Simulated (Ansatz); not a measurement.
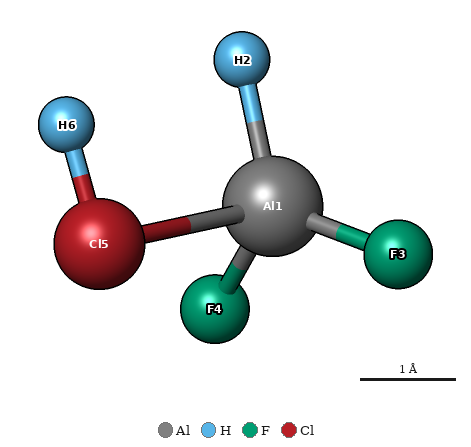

The structure as given in the input (ball-and-stick view, seen at a tilt; atoms are numbered from 1 in the order of the input). Sticks mark near contacts. Bond lengths as drawn: Al–Cl 2.63 Å, Al–F 1.68 Å, Al–H 1.58 Å and Cl–H 1.30 Å.

# Nudged elastic band, with input and output: AlH$_{2}$ClF$_{2}$

The run: nudged elastic band of AlH$_{2}$ClF$_{2}$. Method and program: RKS PBE-D4/def2-SVP (Ansatz 0.2.0).

One setting was made poor on purpose. It belongs to a series of runs on one base structure; here: band between the two ends. Figures and captions count atoms from 1; the log counts them from 0 in places.

The input:
```yaml
crystal:
  periodic: [false, false, false]
  atoms:
    - { symbol: Al, position_ang: [0.003987, 0.125818, 0.055434] }
    - { symbol: H, position_ang: [-0.001072, 0.725101, 1.522073] }
    - { symbol: F, position_ang: [1.427803, 0.090423, -0.82992] }
    - { symbol: F, position_ang: [-1.429292, 0.014252, -0.808089] }
    - { symbol: Cl, position_ang: [0.077125, -2.361864, 0.892027] }
    - { symbol: H, position_ang: [0.07055, -1.974531, 2.136474] }
basis:
  gaussian: { orbitals: def2-SVP }
hamiltonian:
  xc: pbe
  dispersion: d4
neb:
  order_check: false
  images: 7
  f_tol: 0.05
  max_iterations: 60
  max_displacement: 0.02
  optimiser: fire
  final_atoms:
    - { symbol: Al, position_ang: [0.02336606, -0.66196686, -0.15907833] }
    - { symbol: H, position_ang: [0.00960966, 0.2544359, 1.8435695] }
    - { symbol: F, position_ang: [1.43010412, 0.15836989, -0.50925441] }
    - { symbol: F, position_ang: [-1.42950035, 0.08332589, -0.48806837] }
    - { symbol: Cl, position_ang: [0.08068713, -2.70734754, 0.27862079] }
    - { symbol: H, position_ang: [0.03483438, -0.50761828, 2.00220983] }
  initial_path:
    images:
      - { positions_ang: [[0.003987, 0.125818, 0.055434], [-0.001072, 0.725101, 1.522073], [1.427803, 0.090423, -0.82992], [-1.429292, 0.014252, -0.808089], [0.077125, -2.361864, 0.892027], [0.07055, -1.974531, 2.136474]] }
      - { positions_ang: [[0.0022875, 0.09617949, 0.04371318], [-0.00011039, 0.53850821, 1.6211371], [1.4354041, 0.07369125, -0.83258441], [-1.43916188, 0.01475884, -0.81409801], [0.08562649, -2.3720777, 0.86154581], [0.06505518, -1.73186109, 2.08828533]] }
      - { positions_ang: [[0.000588, 0.06654098, 0.03199236], [0.00085123, 0.35191542, 1.7202012], [1.4430052, 0.05695951, -0.83524883], [-1.44903175, 0.01526568, -0.82010703], [0.09412798, -2.38229141, 0.83106463], [0.05956035, -1.48919118, 2.04009666]] }
      - { positions_ang: [[-0.0011115, 0.03690247, 0.02027155], [0.00181284, 0.16532263, 1.81926531], [1.4506063, 0.04022776, -0.83791324], [-1.45890163, 0.01577252, -0.82611604], [0.10262947, -2.39250511, 0.80058344], [0.05406553, -1.24652127, 1.99190799]] }
      - { positions_ang: [[-0.002811, 0.00726396, 0.00855073], [0.00277445, -0.02127016, 1.91832941], [1.45820739, 0.02349601, -0.84057766], [-1.4687715, 0.01627936, -0.83212506], [0.11113095, -2.40271881, 0.77010225], [0.0485707, -1.00385136, 1.94371933]] }
      - { positions_ang: [[0.00373326, -0.16004375, -0.03335654], [0.00448325, 0.04765636, 1.89963943], [1.45118158, 0.05721448, -0.75774685], [-1.45895372, 0.03304099, -0.74611089], [0.10352, -2.47887599, 0.64723188], [0.04513662, -0.87979309, 1.95834195]] }
      - { positions_ang: [[0.01027753, -0.32735145, -0.0752638], [0.00619205, 0.11658287, 1.88094945], [1.44415576, 0.09093295, -0.67491604], [-1.44913593, 0.04980262, -0.66009671], [0.09590904, -2.55503317, 0.52436152], [0.04170254, -0.75573482, 1.97296458]] }
      - { positions_ang: [[0.0168218, -0.49465916, -0.11717107], [0.00790086, 0.18550939, 1.86225948], [1.43712994, 0.12465142, -0.59208522], [-1.43931814, 0.06656426, -0.57408254], [0.08829809, -2.63119036, 0.40149115], [0.03826846, -0.63167655, 1.9875872]] }
      - { positions_ang: [[0.02336606, -0.66196686, -0.15907833], [0.00960966, 0.2544359, 1.8435695], [1.43010412, 0.15836989, -0.50925441], [-1.42950035, 0.08332589, -0.48806837], [0.08068713, -2.70734754, 0.27862079], [0.03483438, -0.50761828, 2.00220983]] }
```

Run on 1 thread of Arm Neoverse V1, 24 GiB of memory available, shared host.

Launched with:
```bash
ansatz run input.yaml --threads 1 --pin off --max-ram 2048MiB --backend cpu --events-out ev --progress --plain --runs-dir out
```

What the program printed:
```
Engine: ansatz 0.2.0, aarch64-unknown-linux-gnu
Functional definition: PBE
  parameter kappa = 0.804
  parameter beta = 0.06672455060314922
  exchange = pbe_x(kappa = kappa, mu = beta*pi^2/3)
  correlation = pbe_c(beta = beta)
800 factors; their error is unknown
mean field evaluation 1: about -24561.1130 eV, gradient 5.2e1 eV
mean field evaluation 2: about -24541.7673 eV, gradient 1.2e2 eV
mean field evaluation 4: about -24565.4548 eV, gradient 1.9e0 eV
mean field evaluation 8: about -24565.4677 eV, gradient 3.0e-2 eV
mean field evaluation 16: about -24565.4201 eV, gradient 3.4e-5 eV
mean field -24565.42005642 eV, -902.7625360339 hartree, gradient 3.4e-5 eV, S^2 0.000000; 0 other end points of the search recorded, 0 dependent functions left out
the calculation of the forces begins
reference -24565.42009499 eV, -902.7625374509 hartree; 25, 25 occupied and 49, 49 virtual orbitals, 800 factors
800 factors; their error is unknown
mean field evaluation 32: about -24566.4892 eV, gradient 5.0e-5 eV
mean field -24566.48922982 eV, -902.8018274313 hartree, gradient 5.0e-5 eV, S^2 0.000000; 0 other end points of the search recorded, 0 dependent functions left out
[... from here on the field's lines of each further geometry are left out, up to the last ...]
NEB iter   1: max|band force component| = 3.146e0 eV/Å  barrier→ = 0.8739 eV  barrier← = 1.9504 eV  Δτ_max = 0.0200 Å  (222 SCF iters)
NEB iter   2: max|band force component| = 3.009e0 eV/Å  barrier→ = 0.7806 eV  barrier← = 1.8572 eV  Δτ_max = 0.0200 Å  (193 SCF iters)
NEB iter   3: max|band force component| = 2.839e0 eV/Å  barrier→ = 0.6895 eV  barrier← = 1.7661 eV  Δτ_max = 0.0200 Å  (192 SCF iters)
NEB iter   4: max|band force component| = 2.639e0 eV/Å  barrier→ = 0.6052 eV  barrier← = 1.6817 eV  Δτ_max = 0.0200 Å  (191 SCF iters)
NEB iter   5: max|band force component| = 2.410e0 eV/Å  barrier→ = 0.5280 eV  barrier← = 1.6046 eV  Δτ_max = 0.0200 Å  (192 SCF iters)
NEB iter   6: max|band force component| = 2.151e0 eV/Å  barrier→ = 0.4583 eV  barrier← = 1.5349 eV  Δτ_max = 0.0200 Å  (191 SCF iters)
NEB iter   7: max|band force component| = 1.864e0 eV/Å  barrier→ = 0.3962 eV  barrier← = 1.4728 eV  Δτ_max = 0.0200 Å  (190 SCF iters)
NEB iter   8: max|band force component| = 1.553e0 eV/Å  barrier→ = 0.3416 eV  barrier← = 1.4182 eV  Δτ_max = 0.0200 Å  (186 SCF iters)
NEB iter   9: max|band force component| = 1.223e0 eV/Å  barrier→ = 0.2942 eV  barrier← = 1.3708 eV  Δτ_max = 0.0181 Å  (186 SCF iters)
NEB iter  10: max|band force component| = 9.147e-1 eV/Å  barrier→ = 0.2570 eV  barrier← = 1.3336 eV  Δτ_max = 0.0200 Å  (185 SCF iters)
NEB iter  11: max|band force component| = 7.032e-1 eV/Å  barrier→ = 0.2237 eV  barrier← = 1.3002 eV  Δτ_max = 0.0103 Å  (186 SCF iters)
NEB iter  12: max|band force component| = 6.400e-1 eV/Å  barrier→ = 0.2076 eV  barrier← = 1.2842 eV  Δτ_max = 0.0197 Å  (188 SCF iters)
NEB iter  13: max|band force component| = 5.210e-1 eV/Å  barrier→ = 0.1826 eV  barrier← = 1.2592 eV  Δτ_max = 0.0200 Å  (185 SCF iters)
NEB iter  14: max|band force component| = 4.236e-1 eV/Å  barrier→ = 0.1639 eV  barrier← = 1.2405 eV  CI = image 3  Δτ_max = 0.0066 Å  (183 SCF iters)
NEB iter  15: max|band force component| = 3.836e-1 eV/Å  barrier→ = 0.1591 eV  barrier← = 1.2357 eV  CI = image 3  Δτ_max = 0.0124 Å  (172 SCF iters)
NEB iter  16: max|band force component| = 3.555e-1 eV/Å  barrier→ = 0.1511 eV  barrier← = 1.2276 eV  CI = image 3  Δτ_max = 0.0167 Å  (186 SCF iters)
NEB iter  17: max|band force component| = 3.320e-1 eV/Å  barrier→ = 0.1421 eV  barrier← = 1.2187 eV  CI = image 3  Δτ_max = 0.0200 Å  (181 SCF iters)
NEB iter  18: max|band force component| = 2.779e-1 eV/Å  barrier→ = 0.1346 eV  barrier← = 1.2112 eV  CI = image 3  Δτ_max = 0.0040 Å  (183 SCF iters)
NEB iter  19: max|band force component| = 2.509e-1 eV/Å  barrier→ = 0.1335 eV  barrier← = 1.2101 eV  CI = image 3  Δτ_max = 0.0077 Å  (140 SCF iters)
NEB iter  20: max|band force component| = 2.007e-1 eV/Å  barrier→ = 0.1318 eV  barrier← = 1.2084 eV  CI = image 3  Δτ_max = 0.0105 Å  (171 SCF iters)
NEB iter  21: max|band force component| = 1.887e-1 eV/Å  barrier→ = 0.1300 eV  barrier← = 1.2066 eV  CI = image 3  Δτ_max = 0.0122 Å  (184 SCF iters)
NEB iter  22: max|band force component| = 1.841e-1 eV/Å  barrier→ = 0.1283 eV  barrier← = 1.2048 eV  CI = image 3  Δτ_max = 0.0143 Å  (183 SCF iters)
NEB iter  23: max|band force component| = 1.644e-1 eV/Å  barrier→ = 0.1269 eV  barrier← = 1.2035 eV  CI = image 3  Δτ_max = 0.0174 Å  (184 SCF iters)
NEB iter  24: max|band force component| = 1.241e-1 eV/Å  barrier→ = 0.1264 eV  barrier← = 1.2030 eV  CI = image 3  Δτ_max = 0.0018 Å  (184 SCF iters)
NEB iter  25: max|band force component| = 1.147e-1 eV/Å  barrier→ = 0.1264 eV  barrier← = 1.2030 eV  CI = image 3  Δτ_max = 0.0035 Å  (124 SCF iters)
NEB iter  26: max|band force component| = 9.664e-2 eV/Å  barrier→ = 0.1264 eV  barrier← = 1.2030 eV  CI = image 3  Δτ_max = 0.0049 Å  (131 SCF iters)
NEB iter  27: max|band force component| = 7.154e-2 eV/Å  barrier→ = 0.1264 eV  barrier← = 1.2030 eV  CI = image 3  Δτ_max = 0.0059 Å  (135 SCF iters)
NEB iter  28: max|band force component| = 5.640e-2 eV/Å  barrier→ = 0.1264 eV  barrier← = 1.2030 eV  CI = image 3  Δτ_max = 0.0063 Å  (140 SCF iters)
NEB iter  29: max|band force component| = 5.457e-2 eV/Å  barrier→ = 0.1264 eV  barrier← = 1.2029 eV  CI = image 3  Δτ_max = 0.0060 Å  (138 SCF iters)
NEB iter  30: max|band force component| = 5.048e-2 eV/Å  barrier→ = 0.1264 eV  barrier← = 1.2030 eV  CI = image 3  Δτ_max = 0.0068 Å  (143 SCF iters)
the calculation of the forces begins
reference -24566.45659670 eV, -902.8006281865 hartree; 25, 25 occupied and 49, 49 virtual orbitals, 800 factors
800 factors; their error is unknown
mean field evaluation 1600: about -24565.2893 eV, gradient 2.5e-2 eV
mean field -24565.28931896 eV, -902.7577315205 hartree, gradient 9.4e-6 eV, S^2 0.000000; 1 other end points of the search recorded, 0 dependent functions left out
the calculation of the forces begins
reference -24565.28935723 eV, -902.7577329270 hartree; 25, 25 occupied and 49, 49 virtual orbitals, 800 factors
NEB iter  31: max|band force component| = 4.272e-2 eV/Å  barrier→ = 0.1264 eV  barrier← = 1.2030 eV  CI = image 3  Δτ_max = 0.0000 Å  (321 SCF iters)
```

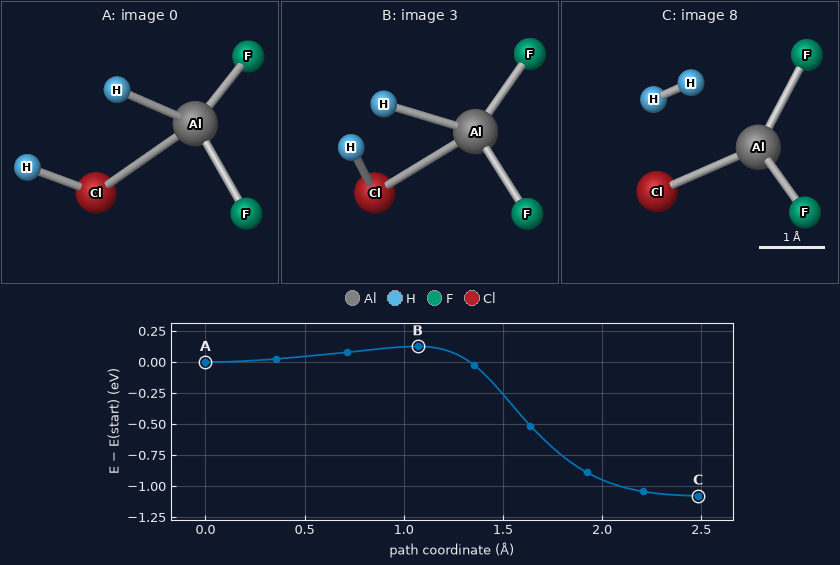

Images of the last band (counted from 0; ball-and-stick, seen at a tilt) above the energy along the path; the line is a cubic interpolation that uses the forces. The highest image is number 3, 0.126 eV above the start and 1.203 eV above the end (the climbing image); the end lies 1.077 eV below the start. The path is 2.48 Å long. The band converged in 31 iterations.

```
Total energy: -24565.39265215 eV, -902.7615289453 hartree
Atom 0 at     0.007865    -0.123584     0.065585 Å, force     0.002890    -0.012194     0.003836 eV/Å
Atom 1 at     0.008124     0.179698     1.678580 Å, force     0.006229     0.009617     0.006508 eV/Å
Atom 2 at     1.447650     0.120506    -0.744782 Å, force    -0.001276     0.008684    -0.002958 eV/Å
Atom 3 at    -1.451218     0.062550    -0.725603 Å, force     0.002617    -0.006834    -0.001504 eV/Å
Atom 4 at     0.082437    -2.397348     0.954764 Å, force    -0.008074     0.018987     0.006162 eV/Å
Atom 5 at     0.054243    -1.222624     1.739455 Å, force    -0.002386    -0.018260    -0.012045 eV/Å
Dipole moment:     0.008047    -0.206308     0.456032 e Å
this run last wrote the band of iteration 31 to [file]
```

The last band as extended XYZ (Å, eV, eV/Å):
```
6
Properties=species:S:1:pos:R:3:forces:R:3 image=0 energy=-24565.51899
Al    0.0040    0.1258    0.0554    0.0000  -0.0073  -0.0025
H    -0.0011    0.7251    1.5221    0.0000   0.0023   0.0050
F     1.4278    0.0904   -0.8299    0.0022   0.0007  -0.0007
F    -1.4293    0.0143   -0.8081   -0.0021   0.0006  -0.0006
Cl    0.0771   -2.3619    0.8920   -0.0002   0.0035   0.0003
H     0.0706   -1.9745    2.1365    0.0001   0.0001  -0.0014
6
Properties=species:S:1:pos:R:3:forces:R:3 image=1 energy=-24565.49397
Al    0.0040    0.0611    0.0612    0.0002   0.0234  -0.0020
H     0.0004    0.5328    1.5789    0.0006   0.0642  -0.0179
F     1.4327    0.0985   -0.8142   -0.0022   0.0013  -0.0102
F    -1.4360    0.0335   -0.7959    0.0033  -0.0072  -0.0099
Cl    0.0809   -2.3927    0.9109   -0.0051   0.0092  -0.0161
H     0.0671   -1.7139    2.0271    0.0033  -0.0909   0.0561
6
Properties=species:S:1:pos:R:3:forces:R:3 image=2 energy=-24565.44066
Al    0.0047   -0.0083    0.0704    0.0001   0.0482   0.0068
H     0.0027    0.3606    1.6288    0.0020   0.0808  -0.0197
F     1.4398    0.1041   -0.7832   -0.0047   0.0006  -0.0168
F    -1.4438    0.0451   -0.7664    0.0057  -0.0120  -0.0166
Cl    0.0829   -2.4165    0.9472   -0.0064  -0.0078  -0.0089
H     0.0629   -1.4658    1.8713    0.0032  -0.1098   0.0552
6
Properties=species:S:1:pos:R:3:forces:R:3 image=3 energy=-24565.39261
Al    0.0079   -0.1236    0.0656    0.0029  -0.0122   0.0038
H     0.0081    0.1797    1.6786    0.0062   0.0096   0.0065
F     1.4477    0.1205   -0.7448   -0.0013   0.0087  -0.0030
F    -1.4512    0.0625   -0.7256    0.0026  -0.0068  -0.0015
Cl    0.0824   -2.3973    0.9548   -0.0081   0.0190   0.0062
H     0.0542   -1.2226    1.7395   -0.0024  -0.0183  -0.0120
6
Properties=species:S:1:pos:R:3:forces:R:3 image=4 energy=-24565.54118
Al    0.0116   -0.2553    0.0349    0.0186  -0.6098  -0.1515
H     0.0120    0.0676    1.7286    0.0223  -0.4605   0.1954
F     1.4459    0.1450   -0.7163   -0.0063   0.0798   0.1037
F    -1.4483    0.0868   -0.6961    0.0101   0.0605   0.1105
Cl    0.0808   -2.3989    0.8829   -0.0118  -0.0098  -0.2644
H     0.0471   -1.0259    1.7340   -0.0327   0.9397   0.0063
6
Properties=species:S:1:pos:R:3:forces:R:3 image=5 energy=-24566.03044
Al    0.0153   -0.3969   -0.0229    0.0271  -0.9292  -0.3939
H     0.0132    0.0253    1.7872    0.0132  -0.1936   0.3188
F     1.4382    0.1710   -0.6804   -0.0376   0.1107   0.1935
F    -1.4401    0.1112   -0.6587    0.0431   0.0900   0.2027
Cl    0.0810   -2.4433    0.7655   -0.0085  -0.2737  -0.6045
H     0.0416   -0.8480    1.7774   -0.0373   1.1957   0.2834
6
Properties=species:S:1:pos:R:3:forces:R:3 image=6 energy=-24566.40856
Al    0.0196   -0.5231   -0.0956    0.0139  -0.4181  -0.2277
H     0.0100    0.0769    1.8323   -0.0024   0.2023   0.1654
F     1.4312    0.1884   -0.6248   -0.0372   0.0233   0.1240
F    -1.4314    0.1251   -0.5993    0.0420   0.0086   0.1270
Cl    0.0822   -2.5273    0.6150   -0.0043  -0.2551  -0.4068
H     0.0376   -0.7208    1.8405   -0.0120   0.4390   0.2181
6
Properties=species:S:1:pos:R:3:forces:R:3 image=7 energy=-24566.56122
Al    0.0230   -0.6040   -0.1506    0.0031  -0.0891  -0.0470
H     0.0058    0.1636    1.8836   -0.0015   0.0976   0.0054
F     1.4263    0.1810   -0.5870   -0.0008  -0.0123   0.0624
F    -1.4243    0.1137   -0.5583    0.0028  -0.0187   0.0608
Cl    0.0822   -2.6191    0.4450   -0.0019  -0.0946  -0.1506
H     0.0362   -0.6161    1.9353   -0.0017   0.1171   0.0690
6
Properties=species:S:1:pos:R:3:forces:R:3 image=8 energy=-24566.59557
Al    0.0234   -0.6620   -0.1591   -0.0003   0.0171  -0.0083
H     0.0096    0.2544    1.8436    0.0004  -0.0146   0.0059
F     1.4301    0.1584   -0.5093    0.0008   0.0003  -0.0001
F    -1.4295    0.0833   -0.4881   -0.0010   0.0004  -0.0002
Cl    0.0807   -2.7073    0.2786    0.0006  -0.0224   0.0015
H     0.0348   -0.5076    2.0022   -0.0004   0.0192   0.0012
```

Results in brief:

| quantity | value |
| --- | --- |
| outcome | converged |
| barrier, forward | 0.126 eV |
| barrier, backward | 1.203 eV |
| wall time | 6.5 min |
| peak memory | 0.12 GiB |

Notes:

A deliberately poor setting: step length. The order of the saddle point was not checked.
